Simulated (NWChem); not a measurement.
# BHF2 (SMILES FBF): BP86/6-311++G(3df,3pd)

What is the electronic atomisation energy of BHF2 at BP86/6-311++G(3df,3pd)? 

The results are computed with NWChem 7.3.0.

5 further runs of the same task are left out: 5 set aside as unsound or not needed.

## 1. The molecule

The species is BHF2 (4 atoms), meant as a singlet with charge 0. As SMILES, `FBF`. The shape is that of a PBE0-D4/def2-TZVP optimisation.

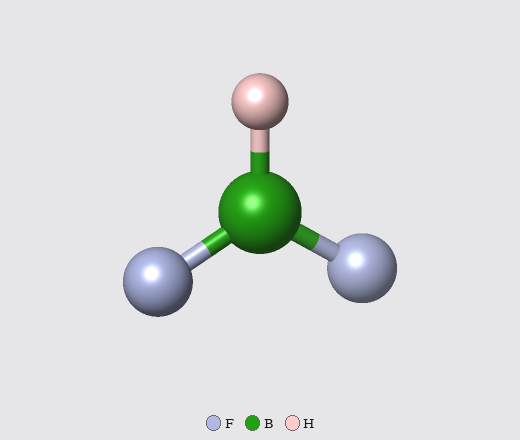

The structure, seen from a chosen angle (fluorine light blue, boron green, hydrogen pink).

## 2. A single-point energy at BP86/6-311++G(3df,3pd) (run 1)

The input, bf2h.nw:

```
start bf2h
title "BF2H BP86"
memory stack 880 mb heap 220 mb global 1100 mb
geometry noautosym nocenter noautoz
  F      1.154300     0.456900    -0.361900
  B     -0.001900    -0.031000     0.025200
  F     -1.095400     0.528700    -0.438900
  H     -0.057000    -0.954600     0.775600
end
basis "ao basis" spherical bse
  * library "6-311++G(3df,3pd)"
end
dft
  xc becke88 perdew86
  grid fine
  convergence energy 1e-08
  maxiter 100
  mulliken
  noprint "final vectors analysis"
end
task dft energy
```

Launch:

```
$ nwchem bf2h.nw > bf2h.out
```

What it wrote:

```text
[...]
          Wavefunction type:  closed shell.
          No. of atoms     :     4
          No. of electrons :    24
[...]
          Charge           :     0
          Spin multiplicity:     1
[...]
          AO basis - number of functions:   135
[...]
              XC Information
              --------------
                    Becke 1988 Exchange Functional  1.000
                Perdew 1981 Correlation Functional  1.000 local
                Perdew 1986 Correlation Functional  1.000 non-local
[...]
 d= 0,ls=0.0,diis     1   -225.2337878051 -2.87D+02  7.23D-03  1.07D+00     2.7
[...]
 d= 0,ls=0.0,diis    10   -225.3239508912 -2.49D-11  3.59D-08  2.04D-10    22.4
         Total DFT energy =     -225.323950891209
      One electron energy =     -435.081682335368
           Coulomb energy =      173.271714325787
    Exchange-Corr. energy =      -25.402542123921
 Nuclear repulsion energy =       61.888559242293
[...]
      Total Density - Mulliken Population Analysis
     ---------------------------------------------
    Atom       Charge   Shell Charges
 -----------   ------   -------------------------------------------------------
    1 F    9     8.91   1.08  0.91  1.19  1.08  2.33  0.85  1.56 -0.19  0.09  0.00  0.00  0.01  0.00
    2 B    5     5.09   1.13  0.84  0.48  0.67  0.78  0.50  0.26 -0.00  0.01  0.01  0.22  0.09  0.07
    3 F    9     8.91   1.08  0.91  1.19  1.08  2.33  0.85  1.56 -0.20  0.09  0.00  0.00  0.01  0.00
    4 H    1     1.09   0.27  0.59  0.17  0.02  0.00  0.02  0.02  0.00
[...]
```

It took 23 s on 1 thread of Intel Xeon Platinum 8488C (Sapphire Rapids), shared host; peak memory 0.12 GiB.

## 3. The B atom at the same level (run 2)

The input, geom.nw:

```
start geom
title "B energy"
memory stack 880 mb heap 220 mb global 1100 mb

geometry units angstroms noautosym nocenter noautoz
  B     0.000000    0.000000    0.000000
end

basis "ao basis" spherical bse
  * library "6-311++G(3df,3pd)"
end

dft
  xc becke88 perdew86
  mult 2
  grid fine
  convergence energy 1e-08
  maxiter 100
  mulliken
  print low
end

task dft energy
```

Run the same way, it converges to -24.64896 Eh (log not shown).

Run 3 isn't shown in full; the table further down has it.

## 4. The H atom (run 4)

The input, sp.nw:

```
START sp
TITLE "H"
memory total 2200 mb
charge 0

GEOMETRY noautosym nocenter noautoz
  H        0.000000       0.000000       0.000000
END

BASIS spherical bse
  * library "6-311++G(3df,3pd)"
END

DFT
  xc becke88 perdew86
  mult 2
  grid fine
  convergence energy 1e-08
  maxiter 100
  mulliken
  noprint "final vectors analysis"
END

TASK dft energy
```

Launch:

```
$ nwchem sp.nw > sp.out
```

What it wrote:

```text
[...]
          Wavefunction type:  spin polarized.
          No. of atoms     :     1
          No. of electrons :     1
[...]
          Charge           :     0
          Spin multiplicity:     2
[...]
          AO basis - number of functions:    18
[...]
              XC Information
              --------------
                    Becke 1988 Exchange Functional  1.000
                Perdew 1981 Correlation Functional  1.000 local
                Perdew 1986 Correlation Functional  1.000 non-local
[...]
 d= 0,ls=0.0,diis     1     -0.4997352849 -5.00D-01  2.35D-03  7.27D-04     0.1
[...]
 d= 0,ls=0.0,diis     5     -0.5001366402 -4.05D-10  9.14D-07  1.09D-11     0.1
[...]
         Total DFT energy =       -0.500136640230
      One electron energy =       -0.499370267135
           Coulomb energy =        0.306271556405
    Exchange-Corr. energy =       -0.307037929501
 Nuclear repulsion energy =        0.000000000000
[...]
      Total Density - Mulliken Population Analysis
     ---------------------------------------------
    Atom       Charge   Shell Charges
 -----------   ------   -------------------------------------------------------
    1 H    1     1.00   0.18  0.46  0.34  0.02  0.00 -0.00  0.00 -0.00
     --------------------------------------------
      Spin Density - Mulliken Population Analysis
     --------------------------------------------
    Atom       Charge   Shell Charges
 -----------   ------   -------------------------------------------------------
    1 H    1     1.00   0.18  0.46  0.34  0.02  0.00 -0.00  0.00 -0.00
[...]
      <S2> =      0.7500 (Exact =     0.7500)
[...]
```

It took 0.7 s on 1 thread of Intel Xeon Platinum 8488C (Sapphire Rapids), shared host; peak memory 0.1 GiB.

## 5. Overview of the runs

```
run                    level  partner  energy (Eh)  wall time
  1   BP86/6-311++G(3df,3pd)     base  -225.323951       23 s
  2  UBP86/6-311++G(3df,3pd)    atoms   -24.648962      1.3 s
  3  UBP86/6-311++G(3df,3pd)    atoms   -99.753315      1.3 s
  4  UBP86/6-311++G(3df,3pd)    atoms    -0.500137      0.7 s
```

## 6. Results

At BP86/6-311++G(3df,3pd):

| quantity | value |
| --- | --- |
| H atom: total energy | -0.50014 Eh |
| H atom: ⟨S²⟩ | 0.750 |
| electronic atomisation energy | 18.183 eV |

Taking the molecule apart into free atoms costs 18.18 eV (419 kcal/mol), before zero-point energy and without spin-orbit coupling. All runs together took 26 s, the longest 23 s.
